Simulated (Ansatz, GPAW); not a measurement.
# Cutoff, mesh and smearing for Y/V(110), part 2 of 3

Wanted: a convergence study on the slab Y/V(110).

GPAW 26.7.0 and Ansatz 0.2.0; Ansatz plane waves; slab in vacuum with a dipole correction, relaxation; PAW set soft_1 (the session's first sound run).

So far: Starting point; Relaxation.

## 2. Relaxation (continued)

The electrostatic potential energy of an electron (with the applied field's), less the Fermi level, planar mean oscillates, so the rows of the table below give means over windows of 2.24 Å about each position, cut where the curve ends. Its maxima inside the range that stand out by 2 % of the span (Å: eV): 2.3: 4.76, 10.1: -1.09, 12.1: -1.12, 14.3: -2.33, 16.6: 0.468. Its minima: 9.0: -15.8, 11.1: -15.6, 13.3: -15.6, 15.3: -15.5, 17.6: -4.28.

The electrostatic potential energy of an electron (with the applied field's), less the Fermi level, planar mean by z; means over each step:

```
z (Å)  electrostatic potential energy of an electron (with the applied field's), less the Fermi level, planar mean (eV)
 1.12                                                                                                              4.58
 3.36                                                                                                              4.76
 5.60                                                                                                              4.70
 7.84                                                                                                             -2.37
10.08                                                                                                             -9.30
12.32                                                                                                             -9.27
14.56                                                                                                             -10.0
16.80                                                                                                             -3.31
19.04                                                                                                             0.609
21.28                                                                                                              2.41
23.52                                                                                                              2.45
25.76                                                                                                              2.45
```

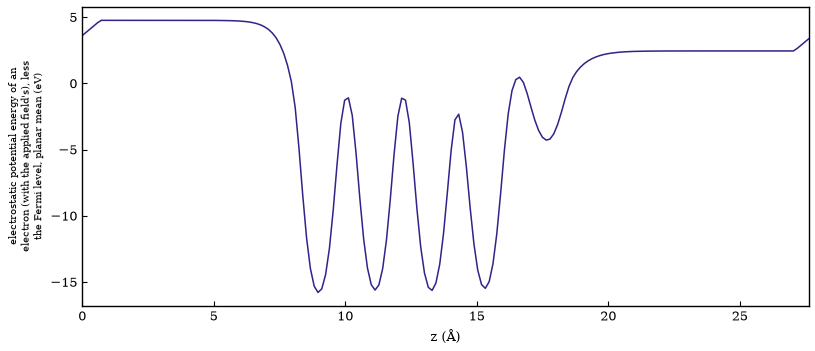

Electrostatic potential energy of an electron (with the applied field's), less the Fermi level, planar mean, plotted against z.

The valence density, planar mean oscillates, so the rows of the table below give means over windows of 2.17 Å about each position, cut where the curve ends. Its maxima inside the range that stand out by 2 % of the span (Å: e/Å³): 9.0: 2.06, 11.1: 2.06, 13.3: 2.05, 15.3: 1.99, 17.6: 0.301. Its minima: 10.1: 0.270, 12.1: 0.269, 14.3: 0.309, 16.6: 0.133.

The valence density, planar mean by z; means over each step:

```
z (Å)  valence density, planar mean (e/Å³)
 3.25                               6.4e-6
 5.42                              0.00109
 7.59                                0.197
 9.77                                0.954
11.93                                0.954
14.11                                 1.05
16.27                                0.627
18.45                                0.128
20.62                              0.00194
22.79                               4.5e-5
```

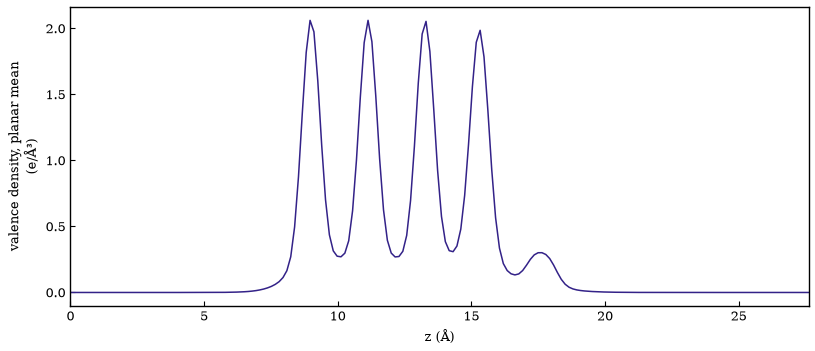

Valence density, planar mean against z.

The relaxation lowered the energy of the cell by 1.71 eV.

## 3. Plane waves, PBE

With the geometry fixed, the planar mean of the potential gives the vacuum level on each side.

This step: GPAW, PAW setups; slab in vacuum (GPAW 26.7.0).

The input, run.py:

```python
import json
import numpy as np
from ase import Atoms
from gpaw import GPAW, PW

slab = Atoms(
    ['V', 'V', 'V', 'V', 'V', 'V', 'V', 'V', 'V', 'V', 'V', 'V', 'V', 'V', 'V', 'V', 'Y'],
    positions=[
        [0.00000, 0.00000, 9.00000],
        [2.13546, 0.00000, 11.13546],
        [0.00000, 0.00000, 13.27092],
        [2.13736, -0.00023, 15.19911],
        [2.13546, 1.51000, 9.00000],
        [4.27092, 1.51000, 11.13546],
        [2.13546, 1.51000, 13.27092],
        [4.26242, 1.52993, 15.39838],
        [2.13546, -1.51000, 9.00000],
        [4.27092, -1.51000, 11.13546],
        [2.13546, -1.51000, 13.27092],
        [4.26903, -1.50977, 15.19911],
        [4.27092, 0.00000, 9.00000],
        [6.40639, -0.00000, 11.13546],
        [4.27092, 0.00000, 13.27092],
        [6.41489, -0.01993, 15.39838],
        [1.06773, 0.75500, 17.60823]],
    cell=[[4.27092, -3.02, 0.0], [4.27092, 3.02, 0.0], [0.0, 0.0, 27.76209]],
    pbc=[True, True, False])

slab.calc = GPAW(mode=PW(400), xc='PBE', kpts={'size': (7, 7, 1), 'gamma': True},
                 occupations={'name': 'fermi-dirac', 'width': 0.1}, nbands='160%',
                 convergence={'density': 1e-05}, maxiter=200,
                 poissonsolver={'dipolelayer': 'xy'},
                 symmetry={'tolerance': 1e-3}, txt='slab.txt')
result = {}
energy = slab.get_potential_energy()
fermi = slab.calc.get_fermi_level()
v = slab.calc.get_electrostatic_potential().mean((0, 1)) - fermi
n = slab.calc.get_pseudo_density().mean((0, 1))
L = slab.cell[2, 2]
z = np.arange(len(v)) * L / len(v)
low, high = slab.positions[:, 2].min(), slab.positions[:, 2].max()
below, above = np.interp([low - 6.8, high + 6.8], z, v)
slopes = [np.interp(x, z, np.gradient(v, z)) for x in (low - 6.8, high + 6.8)]
eps = np.array([[slab.calc.get_eigenvalues(k, s) for k in range(len(slab.calc.get_ibz_k_points()))]
                for s in range(slab.calc.get_number_of_spins())]) - fermi
top, bottom = eps[eps < 0].max(), eps[eps > 0].min()
dipole = slab.get_dipole_moment()[2]
print(f'energy {energy:.4f} eV, Fermi level {fermi:.4f} eV, dipole {dipole:.5f} e A')
print(f'potential 6.8 A off the faces, from the Fermi level: lower {below:.4f} eV, upper {above:.4f} eV')
print(f'slope of the potential there: lower {slopes[0]:.5f}, upper {slopes[1]:.5f} eV/A')
print(f'nearest levels on the mesh: {top:.4f} and {bottom:.4f} eV')
print('magnetic moment', round(slab.get_magnetic_moment(), 3))
result.update(energy=energy, fermi=fermi, dipole=dipole, below=below, above=above, slopes=slopes, edges=[top, bottom],
              z=z.tolist(), v=v.tolist(), n=n.tolist(), positions=slab.positions.tolist(),
              forces=slab.get_forces(apply_constraint=False).tolist(), moments=slab.get_magnetic_moments().tolist())
json.dump(result, open('result.json', 'w'))
```

Command:

```bash
> OMP_NUM_THREADS=1 OPENBLAS_NUM_THREADS=1 python run.py
```

Numbers of over 12 decimals in the logs are rounded to 6 here.

Log:

```text
energy -132.9274 eV, Fermi level 1.0237 eV, dipole 0.32871 e A
potential 6.8 A off the faces, from the Fermi level: lower 4.7566 eV, upper 2.4493 eV
slope of the potential there: lower 0.00013, upper 0.00022 eV/A
nearest levels on the mesh: -0.0002 and 0.0020 eV
magnetic moment 0.0
```

Elapsed: 87 min, on 1 thread of Arm Neoverse V1, shared host; peak memory 1.4 GiB.

Numbers from this step:

```
dipole along the normal                    : 0.3287 e·Å
levels nearest the Fermi level on the mesh : -2.37e-4, 0.002033 eV from the Fermi level
upper work function                        : 2.449 eV
lower work function                        : 4.757 eV
```

The electrostatic potential energy of an electron (without an applied field's), less the Fermi level, planar mean oscillates, so the rows of the table below give means over windows of 2.26 Å about each position, cut where the curve ends. Its maxima inside the range that stand out by 2 % of the span (Å: eV): 1.3: 4.76, 10.1: -1.01, 12.2: -1.04, 14.3: -2.12, 16.7: 0.480. Its minima: 9.0: -19.8, 11.1: -19.7, 13.3: -19.8, 15.3: -19.2, 17.6: -6.22.

Electrostatic potential energy of an electron (without an applied field's), less the Fermi level, planar mean against z; means over each step:

```
z (Å)  electrostatic potential energy of an electron (without an applied field's), less the Fermi level, planar mean (eV)
 1.13                                                                                                                4.66
 3.39                                                                                                                4.76
 5.65                                                                                                                4.69
 7.91                                                                                                               -3.22
10.17                                                                                                               -9.80
12.43                                                                                                               -9.66
14.69                                                                                                               -10.1
16.95                                                                                                               -3.07
19.21                                                                                                                1.06
21.47                                                                                                                2.42
23.73                                                                                                                2.45
25.99                                                                                                                2.45
```

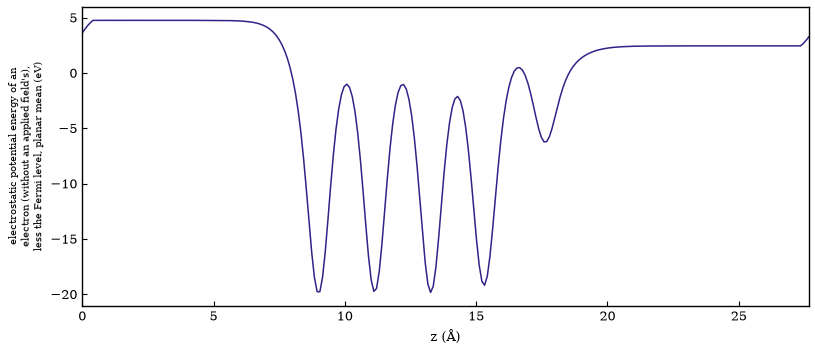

Electrostatic potential energy of an electron (without an applied field's), less the Fermi level, planar mean against z.

The pseudo valence density, planar mean oscillates, so the rows of the table below give means over windows of 2 Å about each position, cut where the curve ends. Its maxima inside the range that stand out by 2 % of the span (Å: e/Å³): 9.0: 2.30, 11.1: 2.31, 13.4: 2.20, 15.2: 2.12, 17.7: 0.351. Its minima: 10.1: 0.268, 12.1: 0.269, 14.2: 0.310, 16.7: 0.131.

The pseudo valence density, planar mean by z; means over each step:

```
z (Å)  pseudo valence density, planar mean (e/Å³)
    4                                      3.5e-5
    6                                     0.00364
    8                                       0.501
   10                                       0.869
   12                                       0.886
   14                                       0.991
   16                                       0.808
   18                                       0.180
   20                                     0.00509
   22                                      1.7e-4
```

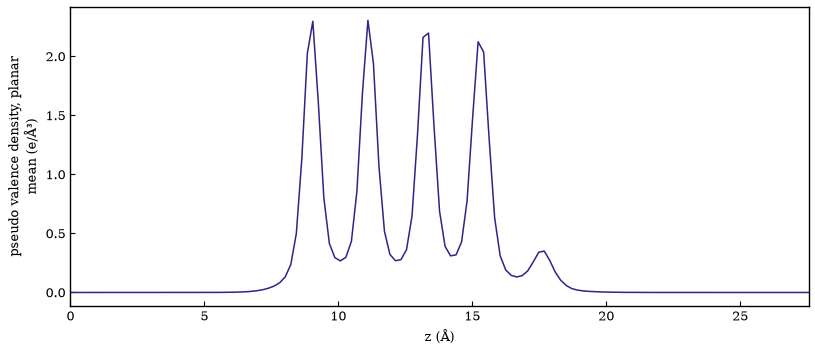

Pseudo valence density, planar mean, plotted against z.

Force by atom:

```
atom  x (eV/Å)  y (eV/Å)  z (eV/Å)   size
  V1    -0.009     0.013     0.534  0.534
  V2     0.008     0.020    -0.499  0.499
  V3    -0.146    -0.151    -0.214  0.299
  V4     0.000     0.012     0.082  0.083
  V5     0.009    -0.013     0.534  0.534
  V6     0.021     0.019    -0.331  0.333
  V7     0.146     0.151    -0.214  0.299
  V8     0.003    -0.009     0.053  0.054
  V9    -0.010     0.013     0.514  0.515
 V10    -0.008    -0.020    -0.499  0.499
 V11    -0.055    -0.139    -0.144  0.208
 V12     0.000    -0.012     0.082  0.083
 V13     0.010    -0.013     0.514  0.515
 V14    -0.021    -0.019    -0.331  0.333
 V15     0.055     0.139    -0.144  0.208
 V16    -0.003     0.009     0.053  0.054
 Y17     0.000     0.000     0.010  0.010
```

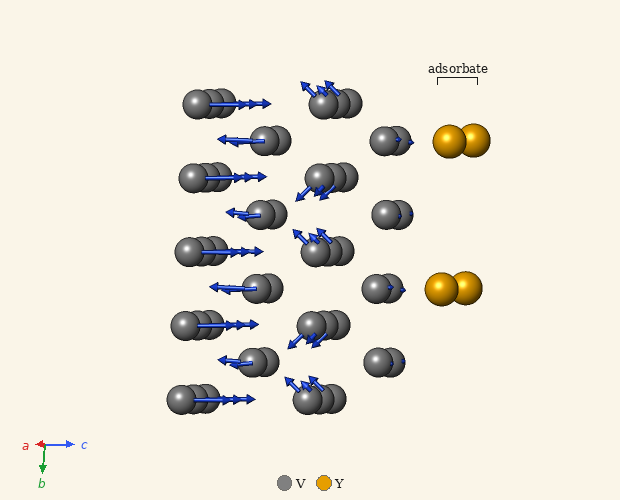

Force as arrows, the longest 0.534 eV/Å. 1×2×1 cells are drawn. Some periodic images of atoms are drawn too.

The potential is flat to 2.2e-4 eV/Å where it is read, so the vacuum is wide enough. The geometry is the other program's minimum; here the largest force on a free atom is 0.083 eV/Å.

## 4. Cutoff 200

The cutoff limits how sharply the smooth valence waves can vary, which tells mostly near the atoms.

Changes to run.py since step 3:

```diff
@@ -28,3 +28,3 @@
 
-slab.calc = GPAW(mode=PW(400), xc='PBE', kpts={'size': (7, 7, 1), 'gamma': True},
+slab.calc = GPAW(mode=PW(200), xc='PBE', kpts={'size': (7, 7, 1), 'gamma': True},
                  occupations={'name': 'fermi-dirac', 'width': 0.1}, nbands='160%',
```

Log:

```text
energy -124.7541 eV, Fermi level 1.0315 eV, dipole 0.32908 e A
potential 6.8 A off the faces, from the Fermi level: lower 4.7703 eV, upper 2.4674 eV
slope of the potential there: lower -0.00107, upper 0.00129 eV/A
nearest levels on the mesh: -0.0000 and 0.0047 eV
magnetic moment 0.0
```

The job ended after 33 min (1 thread; peak memory 0.6 GiB).

The run finished. A setting was moved off its sound value on purpose, so it serves as a test and not as the result.

The fault put into the input: a cutoff under that of the base run: the energy of the cell lies 8.2 eV from the base value (ecut = 200).

The two runs compared:

```
                     quantity  this run  sound run  difference
dipole along the normal (e·Å)   0.32908    0.32871      3.6e-4
     upper work function (eV)    2.4674     2.4493      0.0181
     lower work function (eV)    4.7703     4.7566      0.0136
```

## 5. Cutoff 300

The cutoff limits how sharply the smooth valence waves can vary, which tells mostly near the atoms.

Changes to run.py since step 4:

```diff
@@ -28,3 +28,3 @@
 
-slab.calc = GPAW(mode=PW(200), xc='PBE', kpts={'size': (7, 7, 1), 'gamma': True},
+slab.calc = GPAW(mode=PW(300), xc='PBE', kpts={'size': (7, 7, 1), 'gamma': True},
                  occupations={'name': 'fermi-dirac', 'width': 0.1}, nbands='160%',
```

Log:

```text
energy -131.6319 eV, Fermi level 1.0256 eV, dipole 0.32924 e A
potential 6.8 A off the faces, from the Fermi level: lower 4.7606 eV, upper 2.4506 eV
slope of the potential there: lower -0.00005, upper 0.00023 eV/A
nearest levels on the mesh: -0.0034 and 0.0000 eV
magnetic moment 0.0
```

Run time: 61 min. Hardware: 1 thread; peak memory 0.98 GiB.

The run finished. A setting was moved off its sound value on purpose, so it serves as a test and not as the result.

The fault put into the input: a cutoff under that of the base run: the energy of the cell lies 1.3 eV from the base value (ecut = 300).

The two runs compared:

```
                     quantity  this run  sound run  difference
dipole along the normal (e·Å)   0.32924    0.32871      5.3e-4
     upper work function (eV)    2.4506     2.4493     0.00123
     lower work function (eV)    4.7606     4.7566     0.00395
```

## 6. Cutoff 700: ecut = 700

The cutoff limits how sharply the smooth valence waves can vary, which tells mostly near the atoms.

Changes to run.py since step 5:

```diff
@@ -28,3 +28,3 @@
 
-slab.calc = GPAW(mode=PW(300), xc='PBE', kpts={'size': (7, 7, 1), 'gamma': True},
+slab.calc = GPAW(mode=PW(700), xc='PBE', kpts={'size': (7, 7, 1), 'gamma': True},
                  occupations={'name': 'fermi-dirac', 'width': 0.1}, nbands='160%',
```

Log:

```text
energy -133.2174 eV, Fermi level 1.0234 eV, dipole 0.32866 e A
potential 6.8 A off the faces, from the Fermi level: lower 4.7551 eV, upper 2.4490 eV
slope of the potential there: lower -0.00001, upper 0.00004 eV/A
nearest levels on the mesh: -0.0004 and 0.0020 eV
magnetic moment 0.0
```

Wall time 2.9 h (1 thread); peak memory 3 GiB.

This step gave:

```yaml
levels_nearest_the_fermi_level_on_the_mesh: -3.58e-4, 0.001993 eV from the Fermi level
lower_work_function: 4.755 eV
```

The electrostatic potential energy of an electron (without an applied field's), less the Fermi level, planar mean oscillates, so the rows of the table below give means over windows of 2.22 Å about each position, cut where the curve ends. Its maxima inside the range that stand out by 2 % of the span (Å: eV): 2.0: 4.76, 10.1: -1.01, 12.2: -1.02, 14.3: -2.12, 16.6: 0.480. Its minima: 9.0: -19.9, 11.1: -19.7, 13.2: -19.8, 15.3: -19.2, 17.6: -6.26.

Electrostatic potential energy of an electron (without an applied field's), less the Fermi level, planar mean against z; means over each step:

```
z (Å)  electrostatic potential energy of an electron (without an applied field's), less the Fermi level, planar mean (eV)
 1.11                                                                                                                4.66
 3.33                                                                                                                4.75
 5.55                                                                                                                4.71
 7.77                                                                                                               -1.62
 9.99                                                                                                               -9.66
12.21                                                                                                               -9.64
14.43                                                                                                               -10.6
16.65                                                                                                               -4.04
18.87                                                                                                              0.0348
21.09                                                                                                                2.40
23.31                                                                                                                2.45
25.53                                                                                                                2.45
```

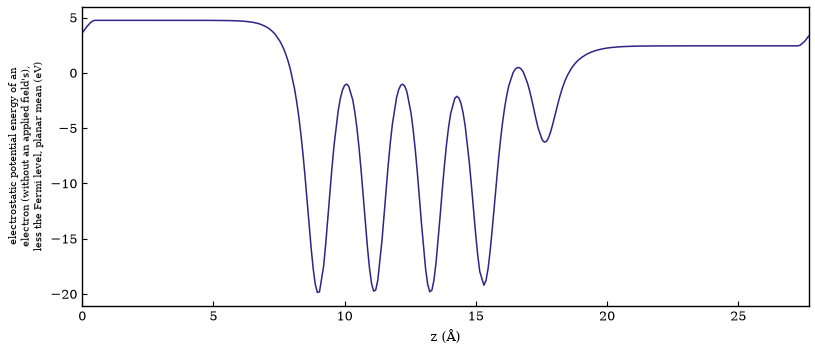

Electrostatic potential energy of an electron (without an applied field's), less the Fermi level, planar mean, plotted against z.

The pseudo valence density, planar mean oscillates, so the rows of the table below give means over windows of 2.5 Å about each position, cut where the curve ends. Its maxima inside the range that stand out by 2 % of the span (Å: e/Å³): 9.0: 2.31, 11.1: 2.31, 13.3: 2.28, 15.2: 2.14, 17.6: 0.359. Its minima: 10.0: 0.272, 12.2: 0.266, 14.3: 0.305, 16.7: 0.131.

Table of pseudo valence density, planar mean by z; means over each step:

```
z (Å)  pseudo valence density, planar mean (e/Å³)
  2.5                                           0
  5.0                                      5.3e-4
  7.5                                       0.200
 10.0                                        1.11
 12.5                                        1.01
 15.0                                       0.878
 17.5                                       0.187
 20.0                                     0.00641
 22.5                                      8.7e-5
```

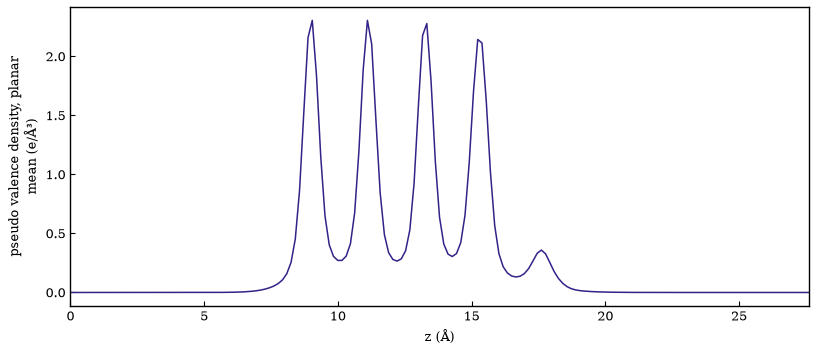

Pseudo valence density, planar mean, plotted against z.

Force by atom:

```
atom  x (eV/Å)  y (eV/Å)  z (eV/Å)   size
  V1    -0.009     0.013     0.536  0.536
  V2     0.008     0.020    -0.499  0.499
  V3    -0.146    -0.153    -0.216  0.302
  V4     0.000     0.012     0.083  0.084
  V5     0.009    -0.013     0.536  0.536
  V6     0.021     0.019    -0.331  0.332
  V7     0.146     0.153    -0.216  0.302
  V8     0.003    -0.009     0.050  0.051
  V9    -0.010     0.013     0.517  0.517
 V10    -0.008    -0.020    -0.499  0.499
 V11    -0.055    -0.141    -0.146  0.211
 V12     0.000    -0.012     0.083  0.084
 V13     0.010    -0.013     0.517  0.517
 V14    -0.021    -0.019    -0.331  0.332
 V15     0.055     0.141    -0.146  0.211
 V16    -0.003     0.009     0.050  0.051
 Y17     0.000     0.000     0.009  0.009
```

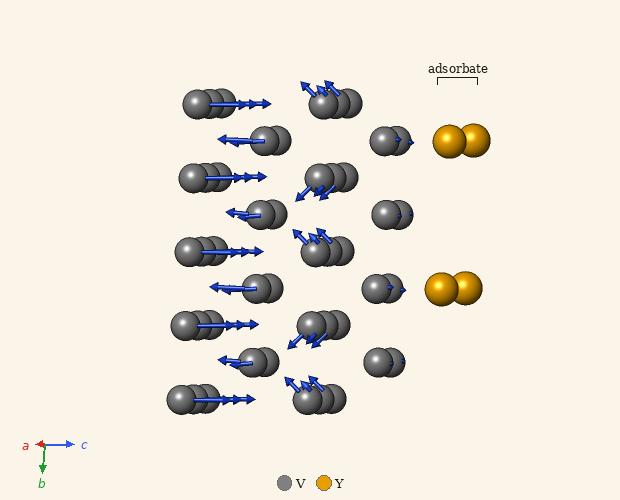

Force as arrows, the longest 0.536 eV/Å. 1×2×1 cells are drawn. Some periodic images of atoms are drawn too.

The upper face's work function is 2.449 eV, against 2.449 eV in the first plane-wave PBE run at this geometry.

## 7. K mesh 2×2

The mesh in the plane samples the bands: a metal's Fermi level needs it dense, and band edges must lie on it.

Changes to run.py since step 6:

```diff
@@ -28,3 +28,3 @@
 
-slab.calc = GPAW(mode=PW(700), xc='PBE', kpts={'size': (7, 7, 1), 'gamma': True},
+slab.calc = GPAW(mode=PW(400), xc='PBE', kpts={'size': (2, 2, 1), 'gamma': True},
                  occupations={'name': 'fermi-dirac', 'width': 0.1}, nbands='160%',
```

Log:

```text
energy -133.1041 eV, Fermi level 1.0605 eV, dipole 0.35452 e A
potential 6.8 A off the faces, from the Fermi level: lower 4.7996 eV, upper 2.3112 eV
slope of the potential there: lower 0.00015, upper 0.00033 eV/A
nearest levels on the mesh: -0.0412 and 0.0172 eV
magnetic moment 0.0
```

Wall time 15 min (1 thread); peak memory 0.58 GiB.

The run finished with changed settings (kpts = [2, 2]); it serves as a test.

Side by side:

```
                     quantity  this run  sound run  difference
dipole along the normal (e·Å)   0.35452    0.32871      0.0258
     upper work function (eV)    2.3112     2.4493      -0.138
     lower work function (eV)    4.7996     4.7566      0.0430
```

One result that differs is the dipole along the normal, 0.355 e·Å against 0.329 e·Å.

[end of part 2 of 3]

[Logs are printed without paths, hosts, clocks, repeated set-up lines and the standing remarks that a program may print on its own settings, such as how far it seeks lower states.]

[Hosts, paths, dates, database ids (printed as entryN), source tags and the programs' standing remarks are cut or masked in the printed files.]
